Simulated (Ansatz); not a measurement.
# Lattice dynamics of SnSe2 monolayer (1T), part 2 of 2

Aim: the phonons of SnSe2 monolayer (1T) at a cell relaxed beforehand at this level. After the zone centre comes a 3×3×1 q mesh on a 9×9×1 k mesh.

Ansatz 0.2.0; DFT PBE, scalar-relativistic, plane waves, PAW.

So far. Step 2 (Linear response at the zone centre): Before it was imposed, the acoustic sum rule was missed by 2.3e-4 eV/Å² and the charge sum rule by 0.0017 e. Small misses are needed for a sound result but don't prove that mesh and cutoff are converged. The lowest optical mode is real, 104 cm⁻¹.

## (3) Response at finite wavevector

Stability and thermal properties need the whole zone. Linear response on a 3×3×1 q mesh gives force constants as far as a supercell of that size would, and the tensors from the zone-centre run are typed in so that the long-range dipole term is interpolated apart.

Contents of input.yaml:

```yaml
crystal:
  lattice:
    - [3.8684807293, 0.0, 0.0]
    - [-1.9342403647, 3.3502025856, 0.0]
    - [0.0, 0.0, 29.9272]
  atoms:
    - { symbol: Sn, position: [0.0, 0.0, 0.3341441899] }
    - { symbol: Se, position: [0.3333333333, 0.6666666667, 0.3874413342] }
    - { symbol: Se, position: [0.6666666667, 0.3333333333, 0.2808470456] }
  periodic: [true, true, false]
kpoints:
  mp_grid: { grid: [9, 9, 1] }
hamiltonian:
  xc: pbe
scf:
  occupations: { method: fixed }
output:
  eigenvalues: true
phonons:
  method: dfpt
  qmesh: [3, 3, 1]
  temperatures: { t_max: 1000, t_step: 50 }
  qpath:
    path:
      - [0.0, 0.0, 0.0]
      - [0.5, 0.0, 0.0]
      - [0.33333333, 0.33333333, 0.0]
      - [0.0, 0.0, 0.0]
    npoints: 10
  isolated: true
  non_analytic_term:
    high_frequency_dielectric_tensor: [[3.0937, 0.0, 0.0], [0.0, 3.0937, 0.0], [0.0, 0.0, 1.1769]]
    born_effective_charges:
      - { species: Sn, tensor: [[4.9866, 0.0, 0.0], [0.0, 4.9866, 0.0], [0.0, 0.0, 0.2893]] }
      - { species: Se, tensor: [[-2.4933, 0.0, 0.0], [0.0, -2.4933, 0.0], [0.0, 0.0, -0.1447]] }
      - { species: Se, tensor: [[-2.4933, 0.0, 0.0], [0.0, -2.4933, 0.0], [0.0, 0.0, -0.1447]] }
    source: "zone-centre run at this cell"
```

Launch:

```sh
$ ansatz run input.yaml --threads 8 --pin off --max-ram 14336MiB --backend cpu --events-out ev --progress --plain --runs-dir out
```

Numbers of over 12 decimals in the logs are rounded to 6 here.

What it wrote:

```text
Warning: phonons: the dynamical matrix that this run interpolates holds no multipole term above the dipole-dipole one, and a site of this crystal is no centre of inversion, so its interpolated transverse optical and acoustic branches and sound speeds can stay off near Gamma, and the density of states and the thermodynamics with them. What a run solves at a wave vector of phonons.qpoints, Gamma apart, where the deck admits one, is free of this, and under fd what a larger phonons.supercell samples
[...]
Crystal: 3 atoms, lattice volume = 387.862 Å³
Basis set: ecut = 420 eV, 7673 PW (Γ), exchange–correlation on 54×54×432 points (8 copies of the dense FFT grid, shifted against one another)
Bands: 28, of which v1, the nominal top of the filled ones, is band 23 counted from 1 (22 counted from 0)
Symmetry: 12 space group operations
k-points: 12 of 81 (irreducible under 6 space group operations, time reversal used)
[...]
SCF iter   1: F=—  HF=-16963.387378 eV  |F-HF|=—  |Δ(HF+E_count)|=         —  Δρ=6.46e-4  dr2=4.26e-3  ethr=1.77e-3  ⟨swp⟩=7.1  Hψ=1412  notcnv=0  defer=33
[...]
SCF iter   9: F=-16963.385203 eV  HF=-16963.385203 eV  |F-HF|=2.55e-11  |Δ(HF+E_count)|=  3.27e-11  Δρ=1.41e-8  dr2=8.93e-13  ethr=1.00e-12  ⟨swp⟩=25.4  Hψ=2955  notcnv=0
SCF 1 converged in 9 iterations: F = -16963.385203 eV  dr2 = 8.93e-13
[...]
NSCF: frozen V_eff on 12 k-points
[...]
DFPT response loops at q = (0, 0, 0) (fractional): preconditioner auto → none (the input reference at scf.mixing.eps_inf says where Resta's filter doesn't serve); β = 0.50; Broyden in place of MSR1
[...]
SCF converged after 9 iterations
Free energy (F): -16963.385203 eV
[...]
Internal energy: -16963.385203 eV  (E = F + TS)
E sigma→0 (E₀):  -16963.385203 eV
Fermi energy:    -6.049167 eV
[...]
--- Band table (eV; the first three rows and the last of 12) ---
  k-point 0: bands = [... 19 lower, -6.5110, -6.5110, -6.1316, -6.1316, -4.5437, -2.9959, -1.4768, -1.4768, ... 1 higher]
  k-point 1: bands = [... 19 lower, -7.0325, -6.8687, -6.6983, -6.0492, -4.0065, -2.3864, -1.5998 (-1.5998°), -1.2105, ... 1 higher]
  k-point 2: bands = [... 19 lower, -7.6692, -7.4342, -6.8510, -6.1060, -4.0826, -2.0726, -0.7077 (-0.7077°), -0.6950, ... 1 higher]
  k-point 11: bands = [... 19 lower, -9.5573, -9.1820, -6.8305, -6.8305, -4.2423, -0.7787, -0.7787, 0.4865, ... 1 higher]
  ° read free of the cell's end (the report's vacuum.weakly_bound_levels)
--- Phonons (Γ-DFPT): 6 representative perturbations + reference (Σ response iterations 22) ---
  ASR residual: 1.799e-4 → 0.000e0 eV/Å²; symmetrization residual: 4.442e-5 eV/Å²
[...]
ASR residual per site (eV/Å²): 1.80e-4 1.24e-5 3.74e-5
  Γ frequencies (cm⁻¹): 0.00 0.00 0.00 104.35 104.35 137.54 137.54 176.66 247.98
--- Phonons (arbitrary-q DFPT): 3 irreducible q on the 3×3×1 mesh ---
  q = [0.0000, 0.0000, 0.0000] (star 1, of the zone-centre solve; hermiticity 5.80e-6, symmetrization 7.80e-11, taken by the last average 1.43e-6): -0.00 -0.00 0.00 104.35 104.35 137.54 137.54 176.66 247.98
  q = [0.0000, 0.3333, 0.0000] (star 6, 9 solved perturbations on 45 of 81 k-point pairs; hermiticity 2.99e-6, symmetrization 2.27e-10, taken by the last average 2.34e-6): 41.70 61.63 99.02 106.96 142.21 154.19 158.83 171.75 211.07
  q = [0.3333, 0.3333, 0.0000] (star 2, 6 solved perturbations in 192 linear systems a pass and spin channel, the states on 45 of 81 k-point pairs; hermiticity 2.71e-6, symmetrization 3.19e-6, taken by the last average 3.24e-6): 56.30 108.04 108.04 135.80 135.80 144.40 150.46 183.01 183.01
  sum rule: each row above includes the acoustic sum rule's correction from the zone centre's row sums; it moved no ω² by more than (0.64 cm⁻¹)²
  mesh force constants: q→R imaginary residual 0.00e0; ASR residual 1.799e-4 → 0.000e0 eV/Å²; symmetrization residual 8.882e-15 eV/Å²
  interpolated dispersion: 31 rows × 9 modes
  density of states and harmonic sums: on the 18×18×1 q-mesh, interpolated from the force constants of a 3×3×1 supercell (with the dipole–dipole term of supplied tensors)
  largest difference from the sums on the solved wave vectors: F 4.47e-2 eV, S 5.83e-5 and C_V 1.35e-5 eV/K
  zero-point energy: 0.070930 eV/cell   skipped modes (ω ≤ 0): 10, of them read as no rigid motion or as one in doubt: 7 (1.667e-1 modes/cell left out, lowest -15.34 cm⁻¹)   left out of the sums: 1.95e-2 of the cell's modes: C_V's classical limit lies that fraction below 3 k_B per atom; for a crystal, a wire or a layer, F and S can be off by more, and a phonons.interpolated_qmesh denser along its periods is the remedy for the sampling
```

Wall time 1.7 min (8 threads of Arm Neoverse V2, shared host); peak memory 2.1 GiB.

Numbers from this step:

```
sum-rule residual before enforcement                    : 1.80e-4 eV/Å²
lowest frequency on the path                            : -15.80 cm⁻¹
highest frequency on the path or at a solved wavevector : 248 cm⁻¹
lowest mode on the q mesh (acoustic modes at Γ apart)   : 41.7 cm⁻¹
```

Frequencies (cm⁻¹) solved at each irreducible wavevector; negative means imaginary. Frequencies by wavevector, by row:

```csv
q in reciprocal lattice units,star,mode 1,mode 2,mode 3,mode 4,mode 5,mode 6,mode 7,mode 8,mode 9
0 0 0,1,0,0,0,104.3,104.3,137.5,137.5,176.7,248
0 0.3333 0,6,41.7,61.6,99,107,142.2,154.2,158.8,171.8,211.1
0.3333 0.3333 0,2,56.3,108,108,135.8,135.8,144.4,150.5,183,183
```

Interpolated from a 3×3×1 q mesh, with the LO-TO term (at Γ the limit along the path; where Γ stands inside the path, tables give the limit on arrival). Phonon branches along the path, in cm⁻¹:

```csv
point,branch 1,branch 2,branch 3,branch 4,branch 5,branch 6,branch 7,branch 8,branch 9
Γ,0,0,0,104,104,138,138,177,248
M,57,67,96,117,138,144,166,168,213
K,56,108,108,136,136,144,150,183,183
Γ,0,0,0,104,104,138,138,177,248
```

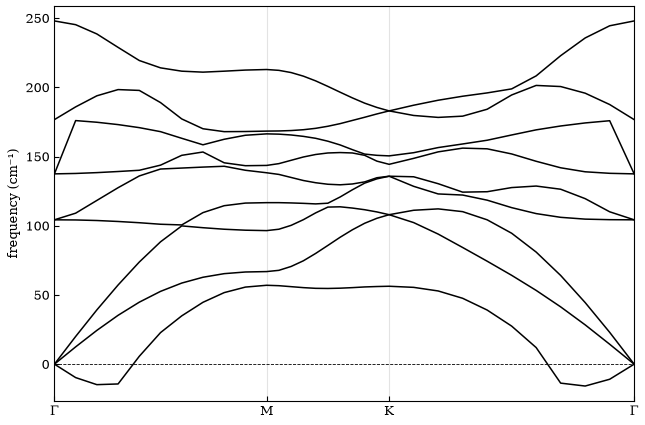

Phonon branches along the path.

Tetrahedra on a 18×18×1 mesh, mean over bins of 5 cm-1. Interpolated from a 3×3×1 q mesh. Table of phonon density of states by wavenumber; read off at these points:

```csv
wavenumber (cm⁻¹),phonon density of states (1/cm⁻¹/cell)
-18,0.00573
2,0.00346
22,0.0110
42,0.0248
62,0.0228
82,0.0196
102,0.0837
112,0.0918
128,0.0560
132,0.0791
148,0.0428
152,0.0953
162,0.0802
168,0.0722
188,0.0211
208,0.0408
228,0.00529
248,0.00156
```

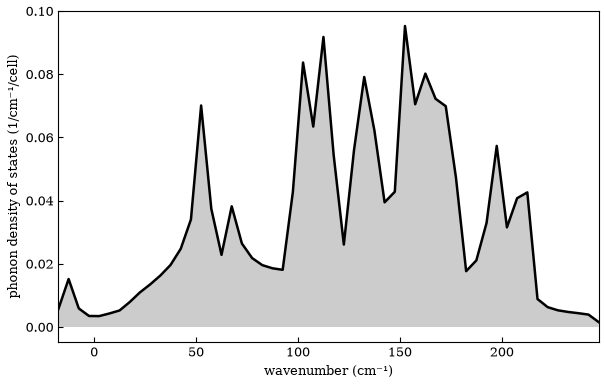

Phonon density of states against wavenumber.

The partial phonon density of states has structure finer than the step of the table below, so its rows give means over 10 cm⁻¹, whole bins alone (the curve runs from -30.4 to 265 cm⁻¹). Peaks (cm⁻¹: height): Se 55.2: 0.0290, 105.4: 0.0726, 131.5: 0.0654, 161.2: 0.104, 170.5: 0.0542; Sn 55.2: 0.0421, 66.3: 0.0239, 114.7: 0.0239, 140.8: 0.0267, 155.6: 0.0224, 181.7: 0.0156, 207.7: 0.0253.

Phonopy on the run's constants, 17x17x1 mesh, Gaussian sigma 2.1 cm-1. Interpolated from a 3×3×1 q mesh. Partial phonon density of states against wavenumber; means over each step; values in 1/cm⁻¹/cell:

```csv
wavenumber (cm⁻¹),Se,Sn
-20,0.00677,0.00456
-10,0.00424,0.00295
0,6.0e-4,4.5e-4
10,0.00177,0.00131
20,0.00581,0.00437
30,0.00712,0.00579
40,0.0116,0.0104
50,0.0197,0.0247
60,0.0190,0.0237
70,0.0139,0.0180
80,0.00829,0.0114
90,0.00967,0.00916
100,0.0474,0.00934
110,0.0576,0.0164
120,0.0383,0.0125
130,0.0529,0.00883
140,0.0372,0.0201
150,0.0487,0.0156
160,0.0825,0.0163
170,0.0455,0.00628
180,0.0347,0.0136
190,0.0123,0.0113
200,0.0117,0.0167
210,0.0138,0.0235
220,0.00403,0.00655
230,0.00225,0.00273
240,0.00197,0.00252
250,5.7e-4,7.5e-4
260,0,0
```

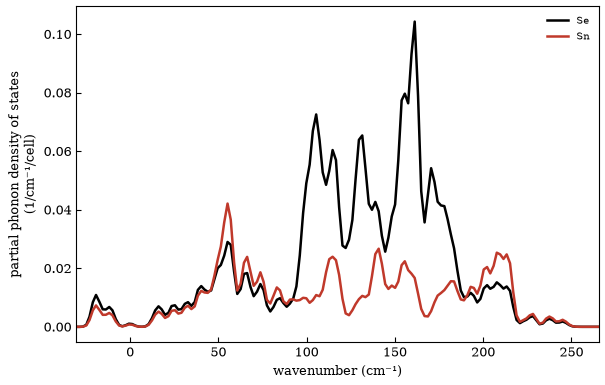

Partial phonon density of states, plotted against wavenumber.

Symmetry leaves 3 wavevectors to solve. The lowest mode among them, the acoustic zeros apart, lies at q = (0, 0.333, 0) and is real, 41.7 cm⁻¹. Between them the interpolated path dips to 16i cm⁻¹.

## (4) Another isotope, element Se, natural mass 78.971 amu

An isotope changes the mass and not the force constants, so no new electronic calculation is needed; the shifts show which modes move this element.

The same force constants with the mass of Se changed from 78.971 to 81.917 u (phonopy, no LO-TO term). Both lists are sorted by frequency; levels can cross, so a row need not hold one and the same mode. Modes under 3 cm⁻¹ are left out. Isotope shifts, by row:

```csv
q,rank,natural mass (cm⁻¹),changed mass (cm⁻¹)
0 0 0,4,104.3,102.5
0 0 0,5,104.3,102.5
0 0 0,6,137.5,136.5
0 0 0,7,137.5,136.5
0 0 0,8,176.7,173.4
0 0 0,9,248,246.1
0 0.3333 0,1,41.7,41.33
0 0.3333 0,2,61.63,61.09
0 0.3333 0,3,99.02,97.29
0 0.3333 0,4,107,105.8
0 0.3333 0,5,142.2,140.8
0 0.3333 0,6,154.2,151.5
0 0.3333 0,7,158.8,156.7
0 0.3333 0,8,171.8,169.2
0 0.3333 0,9,211.1,209.7
0.3333 0.3333 0,1,56.3,55.89
0.3333 0.3333 0,2,108,107.2
0.3333 0.3333 0,3,108,107.2
0.3333 0.3333 0,4,135.8,133.5
0.3333 0.3333 0,5,135.8,133.5
0.3333 0.3333 0,6,144.4,142.8
0.3333 0.3333 0,7,150.5,147.7
0.3333 0.3333 0,8,183,181
0.3333 0.3333 0,9,183,181
```

A mode of this element alone would shift by -1.81 %. The highest zone-centre frequency without the field goes from 248.0 to 246.1 cm⁻¹ (-0.8 %). The product of the frequency ratios over all optical modes at Γ is 0.925; the product rule, (m/m′)^(3k/2) (M′/M)^(3/2) with k = 2 such atoms and M the mass of the cell, gives 0.925.

## (5) Isotope substitution, element Sn, natural mass 118.71 amu

The same for Sn, from 118.71 to 123.91 u.

A mode of this element alone would shift by -2.12 %. The highest zone-centre frequency without the field goes from 248.0 to 245.0 cm⁻¹ (-1.2 %). The product of the frequency ratios over all optical modes at Γ is 0.964; the product rule, (m/m′)^(3k/2) (M′/M)^(3/2) with k = 1 such atoms and M the mass of the cell, gives 0.964.

## (6) Results

| Property | Result |
| --- | --- |
| space group (within 0.01 Å) | P-3m1 |
| area per atom | 4.32 Å² |
| gap on the k-mesh | 0.846 eV |
| highest optical mode at the zone centre (no LO-TO term) | 248 cm⁻¹ |
| lowest optical zone-centre mode | 104 cm⁻¹ |
| largest Born charge (third of the trace) | 3.42 e |
| lowest mode on the q mesh (acoustic modes at Γ apart) | 41.7 cm⁻¹ |
| highest frequency on the path or at a solved wavevector | 248 cm⁻¹ |
| imaginary modes on the 3×3×1 q mesh | none |

**Reading.** No mode is imaginary at the 3 irreducible wavevectors solved, but between them the interpolated path dips to 15.8i cm⁻¹, so stability is not settled. Without the field, the optical modes at Γ span 104 to 248 cm⁻¹. The strongest infrared line is at 138 cm⁻¹. Averaged over orientations, the strongest Raman line at 532 nm and 300 K is at 177 cm⁻¹. The tensors are the static, non-resonant ones, while 532 nm light (2.33 eV) lies above the computed gap. The interpolated path dips to 16i cm⁻¹ between the solved wavevectors, which may come from the interpolation; a denser q mesh would tell. In a sheet or slab the interpolated bending branch near Γ is rough, since the rotational sum rule isn't imposed. Dielectric tensors refer to the cell with its vacuum. Spin-orbit coupling is left out, which can matter for the heavy elements here. The starting cell was built on a prototype and not taken from a measurement. These are harmonic frequencies at zero temperature: anharmonic shifts, linewidths and thermal expansion are left out.

[Logs are printed without paths, hosts, clocks, repeated set-up lines and the standing remarks that a program may print on its own settings, such as how far it seeks lower states.]

[Hosts, paths, dates, database ids (printed as entryN), source tags and the programs' standing remarks are cut or masked in the printed files.]
